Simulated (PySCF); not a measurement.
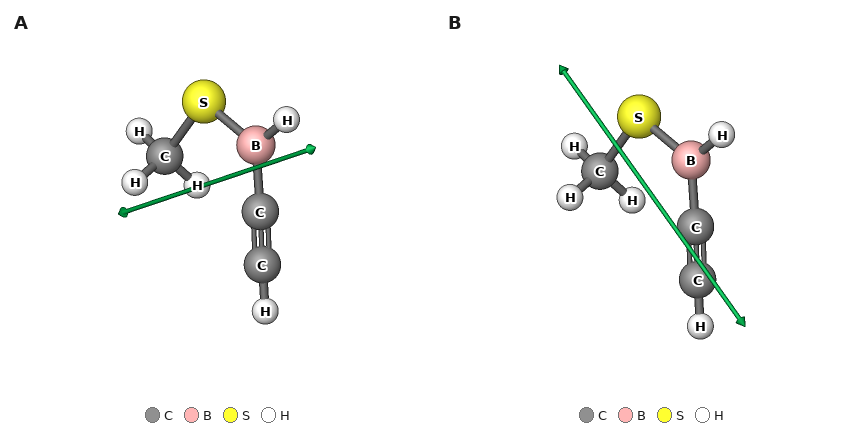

The double arrows show the directions of two transition dipoles from the ground state (lengths mean nothing). The geometry was computed by an optimisation with GFN2-xTB. No frequency run is at hand to confirm it as a minimum. Properties computed with TDDFT PBE0/def2-SVPD, vertical, gas phase, core orbitals frozen in the response (PySCF 2.14.0).

Question: One belongs to singlet state 2 and one to singlet state 4. Which is which?

Answer: A: state 4, 6.15 eV (202 nm), oscillator strength 0.022, mainly HOMO−2 → LUMO (weight 0.73).
B: state 2, 5.10 eV (243 nm), oscillator strength 0.19, mainly HOMO → LUMO (weight 0.91).

The geometry is semi-empirical. Around B such bond lengths and angles can be off by a tenth of an ångström or more and by several degrees, and values that hang on the shape move with them.
